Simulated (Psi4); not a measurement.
**B3LYP/aug-cc-pVDZ run of SiH2F2 (SMILES F[SiH2]F)**

Aim: the vertical electron affinity of SiH2F2 at B3LYP/aug-cc-pVDZ, from 2 runs. 

The results are computed with Psi4 1.11.

### 1 The structure to begin with

SiH2F2: 5 atoms, total charge 0, spin state singlet. As SMILES, `F[SiH2]F`. The shape is that of a PBE0-D4/def2-TZVP optimisation.

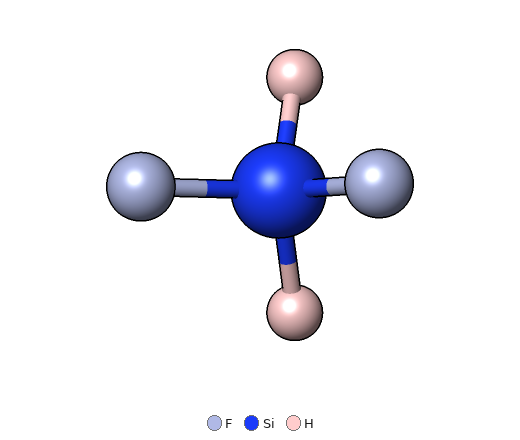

Viewed from a chosen angle; fluorine light blue, silicon blue, hydrogen pink.

### 2 A single-point energy at B3LYP/aug-cc-pVDZ

Contents of f2h2si.xyz:

```xyz
5
F2H2Si
F     -1.079010     0.538200     0.980720
Si    -0.005220    -0.000540    -0.054090
F      1.247630    -0.520590     0.766910
H     -0.590470    -1.138740    -0.786300
H      0.427070     1.121680    -0.907250
```

Contents of run_ase.py:

```python
import numpy as np
from ase.calculators.psi4 import Psi4
from ase.io import read

atoms = read('f2h2si.xyz')
calc = Psi4(atoms=atoms, method='b3lyp', basis='aug-cc-pVDZ', memory='1600MB', num_threads=1, charge=0, multiplicity=1, label='calc')
calc.psi4.set_options({'puream': True, 'e_convergence': 1e-09, 'd_convergence': 1e-08, 'scf_type': 'pk', 'dft_radial_points': 99, 'dft_spherical_points': 590})
atoms.calc = calc

print(f'energy: {atoms.get_potential_energy():.6f} eV')
```

On the command line:

```bash
$ python run_ase.py
```

calc.dat, cut to the lines that bear on the results:

```text
[...]
  Running in c1 symmetry.
[...]
  Nuclear repulsion =  118.741930693433218
[...]
  Multiplicity = 1
[...]
  Nalpha       = 17
  Nbeta        = 17
[...]
    Number of basis functions: 91
[...]
   @RKS iter   1:  -490.43244013045347   -3.66299e-01   5.98904e-03 DIIS/ADIIS
[...]
   @RKS iter  10:  -490.53078182120390   -3.06954e-12   3.86894e-09 DIIS
[...]
    Orbital Energies [Eh]
    ---------------------
    Doubly Occupied:
       1A    -66.240420     2A    -24.720389     3A    -24.720385
       4A     -5.377315     5A     -3.738728     6A     -3.736423
       7A     -3.733451     8A     -1.226510     9A     -1.208001
      10A     -0.595712    11A     -0.512825    12A     -0.492958
      13A     -0.488315    14A     -0.449556    15A     -0.438100
      16A     -0.426676    17A     -0.356815
[...]
  @RKS Final Energy:  -490.53078182120390
   => Energetics <=
    Nuclear Repulsion Energy =            118.7419306934332184
    One-Electron Energy =                -916.9975821012150163
    Two-Electron Energy =                 342.1724262917474562
    DFT Exchange-Correlation Energy =     -34.4475567051695890
    Empirical Dispersion Energy =           0.0000000000000000
    VV10 Nonlocal Energy =                  0.0000000000000000
    Total Energy =                       -490.5307818212039024
[...]
 Multipole Moments:
 ------------------------------------------------------------------------------------
     Multipole            Electronic (a.u.)      Nuclear  (a.u.)        Total (a.u.)
 ------------------------------------------------------------------------------------
 L = 1.  Multiply by 2.5417464519 to convert [e a0] to [Debye]
 Dipole X            :          0.2530639           -0.3127915           -0.0597276
 Dipole Y            :          0.0264394           -0.0326621           -0.0062227
 Dipole Z            :          2.6229601           -3.2418887           -0.6189286
 Magnitude           :                                                    0.6218350
[...]
```

On the terminal:

```text
energy: -13348.022461 eV
```

Wall time 9 s (1 thread of AMD EPYC 9R45 (Zen 5), shared host); peak memory 0.81 GiB.

### 3 The doublet anion, same level

Contents of calc.py:

```python
import psi4

psi4.set_memory(1600000000)
psi4.set_num_threads(1)
psi4.core.set_output_file('output.dat', False)

molecule = psi4.geometry("""
-1 2
F     -2.03903339     1.01705060     1.85329220
Si    -0.00986437    -0.00102045    -0.10221529
F      2.35767900    -0.98377252     1.44924986
H     -1.11582658    -2.15190673    -1.48589165
H      0.80704534     2.11966800    -1.71445403
units bohr
symmetry c1
""")

psi4.set_options({
    'basis': 'aug-cc-pVDZ',
    'reference': 'uks',
    'puream': True,
    'e_convergence': 1e-09,
    'd_convergence': 1e-08,
    'scf_type': 'pk',
    'dft_radial_points': 99,
    'dft_spherical_points': 590,
    'maxiter': 100,
})

energy_value, wavefunction = psi4.energy('b3lyp', molecule=molecule, return_wfn=True)
psi4.oeprop(wavefunction, 'WIBERG_LOWDIN_INDICES', 'MULLIKEN_CHARGES', 'QUADRUPOLE', title='B3LYP')
print(f'b3lyp energy: {energy_value:.10f} Eh')
```

On the command line:

```bash
$ python calc.py
```

output.dat, cut to the lines that bear on the results:

```text
[...]
  Running in c1 symmetry.
[...]
  Nuclear repulsion =  118.741930786793503
[...]
  Multiplicity = 2
[...]
  Nalpha       = 18
  Nbeta        = 17
[...]
    Number of basis functions: 91
[...]
   @UKS iter   1:  -490.28106392795058   -2.14923e-01   7.00073e-03 DIIS/ADIIS
[...]
   @UKS iter  14:  -490.50367545000938   -7.21911e-12   2.25923e-09 DIIS
[...]
   @S^2 Observed:                7.501145043E-01
[...]
  @UKS Final Energy:  -490.50367545000938
   => Energetics <=
    Nuclear Repulsion Energy =            118.7419307867935032
    One-Electron Energy =                -921.7043577126457876
    Two-Electron Energy =                 346.9812168634137493
    DFT Exchange-Correlation Energy =     -34.5224653875709109
    Empirical Dispersion Energy =           0.0000000000000000
    VV10 Nonlocal Energy =                  0.0000000000000000
    Total Energy =                       -490.5036754500093821
[...]
 Multipole Moments:
 ------------------------------------------------------------------------------------
     Multipole            Electronic (a.u.)      Nuclear  (a.u.)        Total (a.u.)
 ------------------------------------------------------------------------------------
 L = 1.  Multiply by 2.5417464519 to convert [e a0] to [Debye]
 Dipole X            :          0.3605578           -0.3127915            0.0477663
 Dipole Y            :          0.0376086           -0.0326621            0.0049465
 Dipole Z            :          3.7366188           -3.2418887            0.4947301
 Magnitude           :                                                    0.4970553
 L = 2.  Multiply by 1.3450342976 to convert [e a0^2] to [Debye ang]
 Quadrupole XX       :       -123.9071747           89.1750187          -34.7321560
 Quadrupole XY       :         27.6579162          -35.4447281           -7.7868120
[...]
  Mulliken Charges: (a.u.)
   Center  Symbol    Alpha    Beta     Spin     Total
       1     F     4.81752  4.80594  0.01158 -0.62347
       2    SI     4.42970  6.70759 -2.27789  2.86270
       3     F     4.81752  4.80594  0.01158 -0.62346
       4     H     1.96762  0.34026  1.62736 -1.30789
       5     H     1.96763  0.34026  1.62737 -1.30789
   Total alpha = 18.00000, Total beta = 17.00000, Total charge = -1.00000
  Wiberg Bond Indices using Orthogonal Lowdin Orbitals:
  Total Bond Index:
[...]
```

Standard output:

```text
b3lyp energy: -490.5036754500 Eh
```

Run time: 16 s. Hardware: 1 thread of AMD EPYC 9R45 (Zen 5), shared host; peak memory 0.78 GiB.

### 4 Summary of results

At B3LYP/aug-cc-pVDZ:

| quantity | value |
| --- | --- |
| singlet SiH2F2: total energy | -490.53078 Eh |
| singlet SiH2F2: dipole moment | 1.58 D |
| singlet SiH2F2: HOMO energy | -9.71 eV |
| singlet SiH2F2: LUMO energy | -0.37 eV |
| singlet SiH2F2: HOMO–LUMO gap | 9.34 eV |
| doublet anion: total energy | -490.50368 Eh |
| doublet anion: HOMO energy (highest over α and β) | 1.74 eV |
| doublet anion: LUMO energy (lowest over α and β) | 2.65 eV |
| doublet anion: ⟨S²⟩ | 0.750 |
| vertical electron affinity (to the doublet anion) | -0.738 eV |

In words: The anion lies 0.74 eV (71.2 kJ/mol) above the neutral: the electron isn't bound at this level, and such a value depends on the basis. The HOMO (doublet anion) lies at positive energy, 1.74 eV; only total energies tell whether the electron is bound.
